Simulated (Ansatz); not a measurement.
GeH$_{4}$NO (SMILES [NH2][GeH2][O-]) (charge −1)

```tsv
atom	x (Å)	y (Å)	z (Å)
N	-0.9392	0.4781	-0.5266
Ge	0.6004	-0.1570	0.3852
O	0.9809	-1.7780	0.1757
H	-1.7583	-0.0404	-0.2603
H	-0.8480	0.3592	-1.5207
H	0.2774	0.2751	1.8612
H	1.6868	0.8630	-0.1145
```

Method: Ansatz, RHF/def2-SVPD.

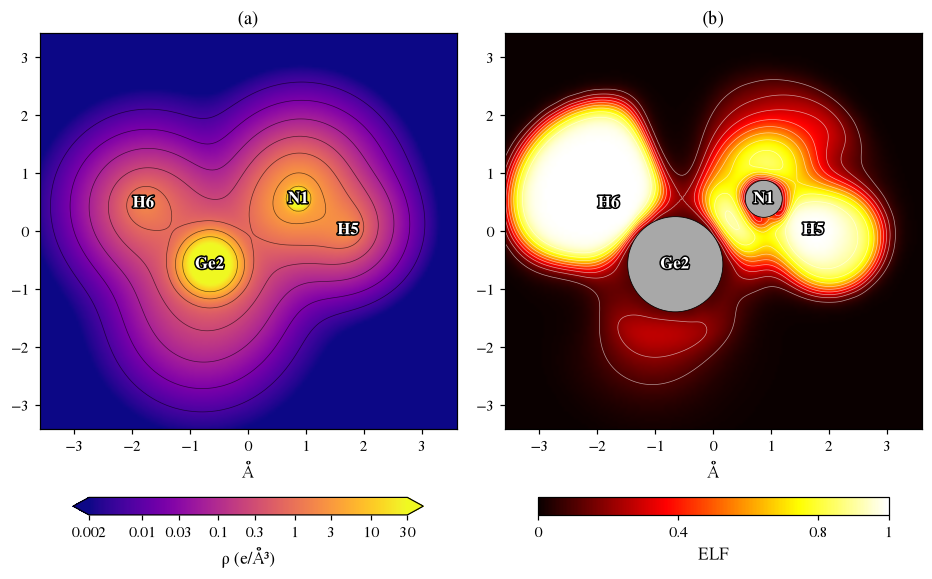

Figure 1. (a) electron density; (b) ELF on the plane of atoms Ge2, N1 and H5. Grey discs cover the atomic cores in the ELF map.

> Describe what can be read from this map.

- The section cuts through N, Ge and H sites.
- Ge–N (1.90 Å): ρ is about 0.85 e/Å³ halfway; the ELF peaks at about 0.90 in the valence shell of N, 0.7 Å from its nucleus, and is about 0.50 at the midpoint.
- N–H (1.01 Å): ρ is about 2.8 e/Å³ halfway; the ELF climbs to about 1 towards the hydrogen, as it does in any bond to H: a covalent bond by its length.
- Ge–H (1.57 Å): ρ at the midpoint is about 0.92 e/Å³; the ELF climbs to about 1 towards the hydrogen.

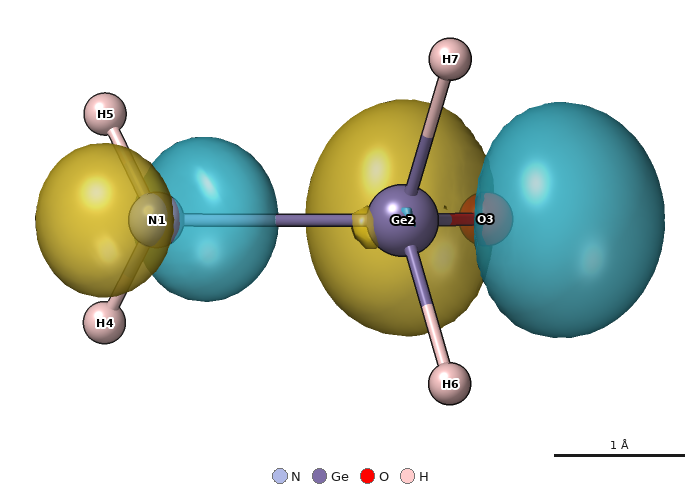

Figure 2. The HOMO−1 at ±0.15 Å⁻³ᐟ² (yellow and cyan are the two phases), seen across its widest extent.

> Describe this orbital and give its energy.

By Hirshfeld shares it lies mainly on O3 (about 70 %), N1 (about 15 %) and Ge2 (about 10 %); largely a lone pair of O3. Its energy is −4.73 eV.
